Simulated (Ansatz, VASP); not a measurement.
**GaSb: VASP beside Ansatz**

Wanted: the spread between two codes on one cell, functional and k mesh. The cell is taken from a series of VASP runs on this material, whose earlier steps may have relaxed, scaled or displaced it; both programs get it as it stands. Valence electrons are named where the data sets of a main pair hold unlike numbers.

Program: Ansatz 0.2.0. Level of theory: plane waves, with VASP 6.6.1 beside it; band structure at PBE, band structure at r2SCAN and band structure at r2SCAN, spin-orbit coupling. Results are calculated unless marked as measured.

## (1) The structure

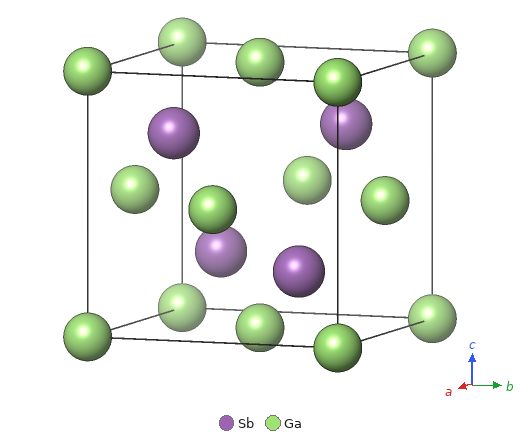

Start, viewed slightly off an axis; antimony purple, gallium green. This picture shows the conventional cell, with its axes. Some periodic images of atoms are drawn too.

## (2) Ansatz: band structure, PBE

Ansatz runs on its default PAW (the set named soft_2) files.

The same path points are solved in both programs, so levels can be compared one by one.

The input, input.yaml:

```yaml
crystal:
  lattice:
    - [0.0, 3.059, 3.059]
    - [3.059, 0.0, 3.059]
    - [3.059, 3.059, 0.0]
  atoms:
    - { symbol: Sb, position: [0.75, 0.75, 0.75] }
    - { symbol: Ga, position: [0.0, 0.0, 0.0] }
hamiltonian:
  xc: pbe
  pseudopotentials: { kind: paw }
kpoints:
  mp_grid: { grid: [6, 6, 6] }
  band_path:
    path:
      - [0.0, 0.0, 0.0]
      - [0.16667, 0.0, 0.16667]
      - [0.33333, 0.0, 0.33333]
      - [0.5, 0.0, 0.5]
      - [0.5, 0.08333, 0.58333]
      - [0.5, 0.19444, 0.69444]
      - [0.5, 0.25, 0.75]
      - [0.45833, 0.29167, 0.75]
      - [0.40278, 0.34722, 0.75]
      - [0.375, 0.375, 0.75]
      - [0.20833, 0.20833, 0.41667]
      - [0.08333, 0.08333, 0.16667]
      - [0.0, 0.0, 0.0]
      - [0.22222, 0.22222, 0.22222]
      - [0.38889, 0.38889, 0.38889]
      - [0.51389, 0.47222, 0.51389]
      - [0.55556, 0.38889, 0.55556]
      - [0.61111, 0.27778, 0.61111]
      - [0.61111, 0.25, 0.63889]
      - [0.56944, 0.25, 0.68056]
      - [0.51389, 0.25, 0.73611]
      - [0.5, 0.27778, 0.72222]
      - [0.5, 0.38889, 0.61111]
      - [0.5, 0.47222, 0.52778]
      - [0.48611, 0.48611, 0.52778]
      - [0.43056, 0.43056, 0.63889]
      - [0.38889, 0.38889, 0.72222]
      - [0.59722, 0.19444, 0.59722]
      - [0.55556, 0.11111, 0.55556]
      - [0.5, 0.0, 0.5]
    npoints: 1
scf:
  occupations: { method: gaussian, width: 0.03 }
  n_extra_bands: 7
output:
  forces: true
  stress: true
  eigenvalues: true
```

Launch:

```console
ansatz run input.yaml --threads 2 --pin off --max-ram 4608MiB --backend cpu --events-out ev --progress --plain --runs-dir out
```

Numbers of over 12 decimals in the logs are rounded to 6 here.

The program printed:

```text
scf.n_extra_bands = 7 over 14 filled bands (N_el = 28.0): the run solves 21 bands
Engine: ansatz 0.2.0, aarch64-unknown-linux-gnu
Pseudopotentials: kind: paw
Pseudopotential: Sb, paw, valence charge 15, recommended cutoff 420 eV (normal), Sb.paw.azcp
Pseudopotential: Ga, paw, valence charge 13, recommended cutoff 420 eV (normal), Ga.paw.azcp
Functional definition: PBE
  parameter kappa = 0.804
  parameter beta = 0.066725
  exchange = pbe_x(kappa = kappa, mu = beta*pi^2/3)
  correlation = pbe_c(beta = beta)
Crystal: 2 atoms, lattice volume = 57.249 Å³
Basis set: ecut = 420 eV, 1139 PW (Γ), exchange–correlation on 60×60×60 points (8 copies of the dense FFT grid, shifted against one another)
Bands: 21, of which v1, the nominal top of the filled ones, is band 14 counted from 1 (13 counted from 0)
Symmetry: 24 space group operations
Space group: F-43m (ITA 216), of the structure as read, at distance tolerance 3.9e-5 Å
k-points: 16 of 216 (time reversal used)
Non-local potential: Sb, projectors of the file, l = 0: 2, l = 1: 2, l = 2: 2, l = 3: 2
Non-local potential: Ga, projectors of the file, l = 0: 2, l = 1: 2, l = 2: 3, l = 3: 1
PAW form: soft (Blöchl's): semilocal exchange-correlation on the pseudo side does not see the compensation charge
PAW one-centre angular grid: Sb, 590 points (default); XC on 64 Gauss nodes
PAW one-centre angular grid: Ga, 590 points (default); XC on 64 Gauss nodes
Initial density: superposition of atomic densities (neutral atoms: chi_scale 0, normalization atom), corrected by the library's trained network
Initial wavefunctions: pseudopotential atomic-orbital guess
Functional: x = pbe(κ = 0.804, μ = 0.219515), c = pbe(β = 0.066725)
SCF iter   1: F=—  HF=-10267.790697 eV  |F-HF|=—  |Δ(HF+E_count)|=         —  Δρ=1.31e-3  dr2=1.08e-3  ethr=1.77e-3  ⟨swp⟩=6.2  Hψ=1759  notcnv=0
preconditioner: auto → Kerker (q_TF=auto, 2.422 Å⁻¹)  [metal: Δε(μ)=0.030 eV  Ē_g=16.768 eV  σ=0.030 eV  W_gap=0.48  n_scr=14 (ndim 8)  ℏωp=20.8 eV  f_vac=0.091  D(μ)=0.45/eV (n_scr^D=0)]
SCF iter   2: F=—  HF=-10267.789580 eV  |F-HF|=—  |Δ(HF+E_count)|=   1.12e-3  Δρ=6.83e-4  dr2=5.18e-4  ethr=3.85e-6  ⟨swp⟩=2.6  Hψ=737  notcnv=0  defer=13
preconditioner: auto → none  [insulator: Δε(μ)=0.034 eV  Ē_g=16.749 eV  σ=0.030 eV  W_gap=0.54  n_scr=14 (ndim 8)  ℏωp=20.8 eV  f_vac=0.091  D(μ)=0.42/eV (n_scr^D=0)  ε∞_Penn≈2.5]
SCF iter   3: F=—  HF=-10267.789502 eV  |F-HF|=—  |Δ(HF+E_count)|=   7.79e-5  Δρ=2.72e-4  dr2=7.15e-5  ethr=1.85e-6  ⟨swp⟩=2.0  Hψ=442  notcnv=0  defer=13
SCF iter   4: F=—  HF=-10267.789553 eV  |F-HF|=—  |Δ(HF+E_count)|=   5.08e-5  Δρ=1.49e-4  dr2=2.06e-5  ethr=2.55e-7  ⟨swp⟩=2.0  Hψ=354  notcnv=0  defer=13
SCF iter   5: F=—  HF=-10267.789566 eV  |F-HF|=—  |Δ(HF+E_count)|=   1.34e-5  Δρ=6.38e-5  dr2=1.65e-6  ethr=7.35e-8  ⟨swp⟩=2.0  Hψ=363  notcnv=0  defer=13
SCF iter   6: F=—  HF=-10267.789567 eV  |F-HF|=—  |Δ(HF+E_count)|=   7.09e-7  Δρ=2.62e-5  dr2=2.31e-7  ethr=5.89e-9  ⟨swp⟩=3.0  Hψ=532  notcnv=0  defer=13
SCF iter   7: F=-10267.789567 eV  HF=-10267.789567 eV  |F-HF|=1.89e-8  |Δ(HF+E_count)|=   4.52e-8  Δρ=7.46e-6  dr2=1.85e-8  ethr=3.57e-10  ⟨swp⟩=8.6  Hψ=1638  notcnv=0
SCF 1 converged in 7 iterations: F = -10267.789567 eV  dr2 = 1.85e-8
  greatest PAW one-centre occupation: 0.995 electrons in one spin orbital (limit 2), on the Sb atom at site 0 (counted from 0), in its partial waves of l = 2
NSCF: frozen V_eff on 30 k-points
SCF converged after 7 iterations
Free energy (F): -10267.789567 eV
Harris-Foulkes:  -10267.789567 eV  (|F-HF|=1.89e-8)
Internal energy: -10267.789374 eV  (E = F + TS)
E sigma→0 (E₀):  -10267.789471 eV
Entropy (-TS):   -0.000193 eV (-0.096 meV/atom)
Fermi energy:    7.740572 eV
--- Per-component energies (eV) ---
  E_band       = -260.729020
  E_kinetic    = 323.230019
  E_local      = -3914.075527  (includes V_loc(G=0)·N_el)
  E_nonlocal   = 787.294180
  E_hartree    = 1802.020215
  E_xc         = -207.400959
  E_vxc        = -154.083351  (∫ρ·V_xc dr)
  E_paw        = -6564.938068  (= ΣΔE_a)
  E_vpaw       = -907.124576  (= ΣTr[D̂ρ^β])
  E_aug_tail   = -0.000096  (compensation charges beyond the density's cutoff)
  E_ewald      = -2493.919138
  E_smearing   = -0.000193  (= −TS)
  E_closure    = 0.000000  (closes the sum)
  Σ components = -10267.789567   (vs F -10267.789567, Δ=0.00e0)
--- Forces (eV/Å), atoms counted from 1 ---
  atom   1  Sb     0.00000000     0.00000000    -0.00000000
  atom   2  Ga    -0.00000000     0.00000000    -0.00000000
  max |Σ_I F_I| component: 1.85e-17 eV/Å
--- Stress (GPa, compression-positive) ---
        2.338879      -0.000000      -0.000000
       -0.000000       2.338879       0.000000
       -0.000000       0.000000       2.338879
  P = ⅓ Tr σ = 2.3389 GPa (23.389 kbar)
--- Band table (eV; the first three rows and the last of 16) ---
  k-point 0: bands = [... 10 lower, -3.7617, 7.7158, 7.7158, 7.7158, 7.7479, 10.4989, 10.4989, 10.4989, ... 3 higher]
  k-point 1: bands = [... 10 lower, -3.4796, 5.0132, 7.3141, 7.3141, 8.7285, 11.0413, 11.0413, 11.6743, ... 3 higher]
  k-point 2: bands = [... 10 lower, -2.7278, 2.5453, 6.7716, 6.7716, 8.3113, 11.4924, 11.4924, 14.1662, ... 3 higher]
  k-point 15: bands = [... 10 lower, -1.2784, 1.0115, 4.5382, 4.7122, 10.2836, 10.5555, 13.8057, 13.8506, ... 3 higher]
```

Run time: 2 s. Hardware: 2 threads of Arm Neoverse V1, shared host; peak memory 0.32 GiB; 3.9 s of CPU time.

## (3) VASP: band structure, PBE

The same cell, functional, mesh and smearing now go to VASP, with its own data sets.

Lines of VASP's logs that name or quote its potential files are left out, and so is its time.

The input, INCAR:

```
SYSTEM = GaSb
PREC = Accurate
ENCUT = 350
EDIFF = 1E-06
NELM = 100
ISMEAR = 0
SIGMA = 0.03
LREAL = .FALSE.
ALGO = Normal
GGA = PE
NBANDS = 21
LORBIT = 11
LWAVE = .FALSE.
LCHARG = .FALSE.
KPAR = 4
```

The input, POSCAR:

```
GaSb
1.0
    0.0000000000      3.0590000000      3.0590000000
    3.0590000000      0.0000000000      3.0590000000
    3.0590000000      3.0590000000      0.0000000000
Sb Ga
1 1
Direct
    0.7500000000      0.7500000000      0.7500000000
    0.0000000000      0.0000000000      0.0000000000
```

The input, KPOINTS:

```
Automatic mesh
0
Gamma
6 6 6
0 0 0
```

The input, KPOINTS_OPT:

```
Line mode
10
Line-mode
Reciprocal
  0.00000000   0.00000000   0.00000000 GAMMA
  0.50000000   0.00000000   0.50000000 X

  0.50000000   0.00000000   0.50000000 X
  0.50000000   0.25000000   0.75000000 W

  0.50000000   0.25000000   0.75000000 W
  0.37500000   0.37500000   0.75000000 K

  0.37500000   0.37500000   0.75000000 K
  0.00000000   0.00000000   0.00000000 GAMMA

  0.00000000   0.00000000   0.00000000 GAMMA
  0.50000000   0.50000000   0.50000000 L

  0.50000000   0.50000000   0.50000000 L
  0.62500000   0.25000000   0.62500000 U

  0.62500000   0.25000000   0.62500000 U
  0.50000000   0.25000000   0.75000000 W

  0.50000000   0.25000000   0.75000000 W
  0.50000000   0.50000000   0.50000000 L

  0.50000000   0.50000000   0.50000000 L
  0.37500000   0.37500000   0.75000000 K

  0.62500000   0.25000000   0.62500000 U
  0.50000000   0.00000000   0.50000000 X
```

PAW data sets: Sb and Ga_d (PBE family, release 64).

Launch:

```console
mpirun -np 4 vasp_std
```

The program printed:

```text
[banner, memory and clock lines left out]
running    4 mpi-ranks, on    1 nodes
 distrk:  each k-point on    1 cores,    4 groups
 distr:  one band on    1 cores,    1 groups

 POSCAR found type information on POSCAR SbGa
 POSCAR found :  2 types and       2 ions
 LDA part: xc-table for (Slater+PW92), standard interpolation
 POSCAR, INCAR and KPOINTS ok, starting setup
 FFT: planning ... GRIDC
 FFT: planning ... GRID_SOFT
 FFT: planning ... GRID
 WAVECAR not read
 entering main loop
       N       E                     dE             d eps       ncg     rms          rms(c)
DAV:   1     0.892074129418E+02    0.89207E+02   -0.66642E+03   692   0.855E+02
DAV:   2     0.192327526483E+01   -0.87284E+02   -0.82459E+02   724   0.245E+02
DAV:   3    -0.719469458901E+01   -0.91180E+01   -0.90628E+01   793   0.585E+01
DAV:   4    -0.737343036789E+01   -0.17874E+00   -0.17868E+00   783   0.893E+00
DAV:   5    -0.737689349896E+01   -0.34631E-02   -0.34629E-02   825   0.118E+00    0.322E+00
DAV:   6    -0.733025309212E+01    0.46640E-01   -0.50596E-02   967   0.289E+00    0.191E+00
DAV:   7    -0.731719658949E+01    0.13057E-01   -0.30934E-02   780   0.115E+00    0.371E-01
DAV:   8    -0.731825975561E+01   -0.10632E-02   -0.41354E-03   801   0.558E-01    0.898E-02
DAV:   9    -0.731875892555E+01   -0.49917E-03   -0.64541E-04   777   0.177E-01    0.305E-02
DAV:  10    -0.731879431802E+01   -0.35392E-04   -0.39654E-05   806   0.446E-02    0.839E-03
DAV:  11    -0.731881347796E+01   -0.19160E-04   -0.20306E-05   755   0.180E-02    0.884E-03
DAV:  12    -0.731881410261E+01   -0.62465E-06   -0.15650E-06   793   0.537E-03
   1 F= -.73188141E+01 E0= -.73187165E+01  d E =-.195204E-03
 Start KPOINTS_OPT (optional k-point list driver)
k-point batch [1-16\100]
       N       E                     dE             ncg
DAV:   1    -0.200365944512E+02   -0.54326E+04      718
DAV:   2    -0.144911669369E+04   -0.14291E+04      716
DAV:   3    -0.159461357327E+04   -0.14550E+03      807
DAV:   4    -0.159759272625E+04   -0.29792E+01      821
DAV:   5    -0.159764589189E+04   -0.53166E-01      843
DAV:   6    -0.159764822293E+04   -0.23310E-02      919
DAV:   7    -0.159764825802E+04   -0.35096E-04      890
DAV:   8    -0.159764825933E+04   -0.13039E-05      637
DAV:   9    -0.159764825935E+04   -0.28024E-07      557
[...]
k-point batch [97-100\100]
       N       E                     dE             ncg
DAV:   1     0.573330926336E+04   -0.19839E+04      178
DAV:   2     0.536531942989E+04   -0.36799E+03      189
DAV:   3     0.532619534625E+04   -0.39124E+02      209
DAV:   4     0.532541741196E+04   -0.77793E+00      216
DAV:   5     0.532540406037E+04   -0.13352E-01      201
DAV:   6     0.532540337334E+04   -0.68703E-03      251
DAV:   7     0.532540336952E+04   -0.38138E-05      201
DAV:   8     0.532540336932E+04   -0.20468E-06      182
```

From OUTCAR (step 3):

```text
ion  position               nearest neighbor table
   1  0.750  0.750  0.750-   2 2.65   2 2.65   2 2.65   2 2.65
   2  0.000  0.000  0.000-   1 2.65   1 2.65   1 2.65   1 2.65

  LATTYP: Found a face centered cubic cell.
 ALAT       =     6.1180000000

 Subroutine GETGRP returns: Found 24 space group operations
 (whereof 24 operations were pure point group operations)

The static configuration has the point symmetry T_d .

 Found     16 irreducible k-points:

   k-points           NKPTS =     16   k-points in BZ     NKDIM =     16   number of bands    NBANDS=     21

   dimension x,y,z NGX =    28 NGY =   28 NGZ =   28
   dimension x,y,z NGXF=    56 NGYF=   56 NGZF=   56

   ENCUT  =  350.0 eV  25.72 Ry    5.07 a.u.   6.60  6.60  6.60*2*pi/ulx,y,z

   NELECT =      18.0000    total number of electrons

 k-points in reciprocal lattice and weights: Automatic mesh
   0.00000000  0.00000000  0.00000000       0.005
   0.16666667  0.00000000  0.00000000       0.037
   0.33333333  0.00000000  0.00000000       0.037
   0.50000000  0.00000000  0.00000000       0.019
   0.16666667  0.16666667  0.00000000       0.028
   0.33333333  0.16666667  0.00000000       0.111
   0.50000000  0.16666667  0.00000000       0.111
  -0.33333333  0.16666667  0.00000000       0.111
  -0.16666667  0.16666667  0.00000000       0.056
[...]
-0.33333333  0.33333333  0.16666667       0.111
  -0.33333333  0.50000000  0.16666667       0.056

 average (electrostatic) potential at core
       1 -87.6371       2 -65.6945

 E-fermi :   4.9034

 k-point     1 :       0.0000    0.0000    0.0000
  band No.  band energies     occupation
    ...
      6      -6.5998      2.00000
      7       4.8789      1.75133
      8       4.8789      1.75133
      9       4.8789      1.75132
     10       4.9103      0.74601
     11       7.6465      0.00000
     12       7.6465      0.00000
     13       7.6465      0.00000
     14      10.6852      0.00000
     15      13.4660      0.00000
    ...

 k-point     2 :       0.1667    0.0000    0.0000
  band No.  band energies     occupation
    ...
      5     -10.1075      2.00000
      6      -6.3178      2.00000
      7       2.1716      2.00000
      8       4.4753      2.00000
      9       4.4753      2.00000
     10       5.8855      0.00000
     11       8.1886      0.00000
     12       8.1886      0.00000
     13       8.8285      0.00000
     14      11.9180      0.00000
    ...

 k-point     3 :       0.3333    0.0000    0.0000
  band No.  band energies     occupation
    ...
      5     -10.1073      2.00000
      6      -5.5659      2.00000
      7      -0.3009      2.00000
      8       3.9313      2.00000
      9       3.9313      2.00000
     10       5.4669      0.00000
     11       8.6371      0.00000
     12       8.6371      0.00000
     13      11.3158      0.00000
     14      11.9220      0.00000
    ...

  Total        0.8269720      0.8269720      0.8269720      0.0000000      0.0000000      0.0000000
  in kB       23.1437101     23.1437101     23.1437101      0.0000000      0.0000000      0.0000000
  external PRESSURE =      23.1437101 kB  Pullay stress =       0.0000000 kB

  energy-cutoff  :      350.00
  volume of cell :       57.25
      direct lattice vectors                 reciprocal lattice vectors
     0.000000000  3.059000000  3.059000000    -0.163452109  0.163452109  0.163452109
     3.059000000  0.000000000  3.059000000     0.163452109 -0.163452109  0.163452109
     3.059000000  3.059000000  0.000000000     0.163452109  0.163452109 -0.163452109

 POSITION                                       TOTAL-FORCE (eV/Angst)
 -----------------------------------------------------------------------------------
      4.58850      4.58850      4.58850        -0.000000     -0.000000     -0.000000
      0.00000      0.00000      0.00000         0.000000      0.000000      0.000000
 -----------------------------------------------------------------------------------
    total drift:                               -0.000004     -0.000004     -0.000004

  FREE ENERGIE OF THE ION-ELECTRON SYSTEM (eV)
  ---------------------------------------------------
  free  energy   TOTEN  =        -7.3188141026 eV

  energy  without entropy=       -7.3186188984  energy(sigma->0) =       -7.31871650

 total charge
# of ion       s       p       d       tot
------------------------------------------
    1        1.125   1.348   0.027   2.500
    2        0.904   0.769   9.961  11.635
--------------------------------------------------
tot          2.030   2.117   9.989  14.136

[... 3 further parts left out ...]
```

The run ends at a pressure of 2.31 GPa.

## (4) Comparison

Known differences besides the potentials themselves: the data sets hold 28 valence electrons in Ansatz (on its default PAW (the set named soft_2) files) and 18 in VASP; the cutoff is 420 eV in Ansatz and 350 eV in VASP; VASP leaves aspherical gradient terms in its spheres out (LASPH is not set), Ansatz keeps them. Total energies have different zeros and are not compared.

The two programs side by side:

| quantity | Ansatz | VASP | difference |
| --- | --- | --- | --- |
| pressure (GPa) | 2.34 | 2.31 | +0.02 |
| gap over the path points (eV) | 0.032 | 0.031 | +0.001 |

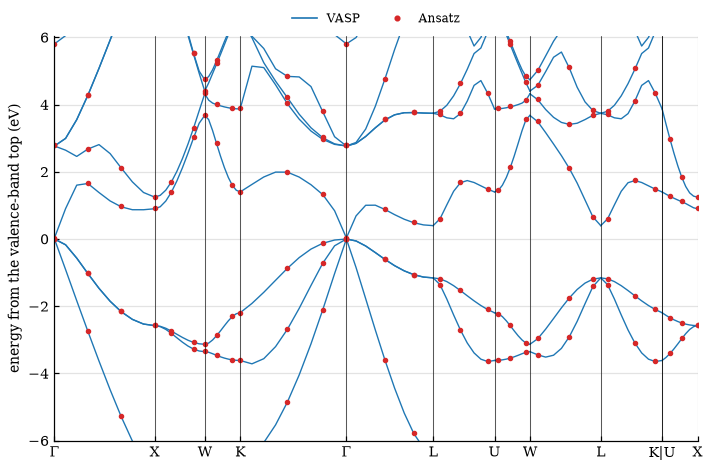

Bands from VASP (lines) and levels from Ansatz (dots). Dots without a line are higher empty bands that the VASP plot leaves out.

Levels at points of the path, from each program's valence-band top (eV; 4 filled, then empty):

| k (reciprocal lattice) | Ansatz | VASP |
| --- | --- | --- |
| 0.000 0.000 0.000 | -11.48 0.00 0.00 0.00 0.03 2.78 2.78 | -11.48 0.00 0.00 0.00 0.03 2.77 2.77 |
| 0.167 0.000 0.167 | -11.10 -2.74 -1.02 -1.02 1.66 2.68 4.29 | -11.10 -2.75 -1.03 -1.03 1.65 2.68 4.28 |
| 0.333 0.000 0.333 | -10.04 -5.28 -2.16 -2.16 0.97 2.12 6.81 | -10.04 -5.29 -2.16 -2.16 0.96 2.11 6.77 |
| 0.500 0.000 0.500 | -9.03 -6.80 -2.57 -2.57 0.91 1.26 8.72 | -9.02 -6.82 -2.58 -2.58 0.90 1.25 8.68 |
| 0.500 0.083 0.583 | -9.02 -6.77 -2.80 -2.73 1.40 1.71 7.81 | -9.01 -6.79 -2.81 -2.74 1.39 1.70 7.76 |
| 0.500 0.194 0.694 | -8.99 -6.68 -3.27 -3.07 3.02 3.32 5.52 | -8.98 -6.71 -3.28 -3.08 3.01 3.31 5.49 |
| 0.500 0.250 0.750 | -8.98 -6.67 -3.34 -3.12 3.69 4.33 4.42 | -8.98 -6.69 -3.35 -3.13 3.68 4.32 4.40 |
| 0.458 0.292 0.750 | -9.02 -6.65 -3.45 -2.87 2.85 4.01 5.23 | -9.01 -6.67 -3.46 -2.88 2.84 4.00 5.21 |
| 0.403 0.347 0.750 | -9.08 -6.62 -3.59 -2.30 1.61 3.90 6.38 | -9.08 -6.64 -3.60 -2.31 1.60 3.89 6.35 |
| 0.375 0.375 0.750 | -9.09 -6.62 -3.60 -2.19 1.41 3.88 6.62 | -9.09 -6.64 -3.61 -2.19 1.40 3.87 6.60 |

Among the levels compared at these points, filled levels agree within 20 meV and empty ones within 50 meV. Ansatz's pressure holds a Pulay correction of 0.04 GPa; VASP's holds none.

(Continued in part 2 of 2.)

[Lines on the potential files, build, host, timing and source positions are cut from VASP's logs without a mark.]

[Logs are printed without paths, hosts, clocks, repeated set-up lines and the standing remarks that a program may print on its own settings, such as how far it seeks lower states.]

[Hosts, paths, dates, database ids (printed as entryN), source tags and the programs' standing remarks are cut or masked in the printed files.]
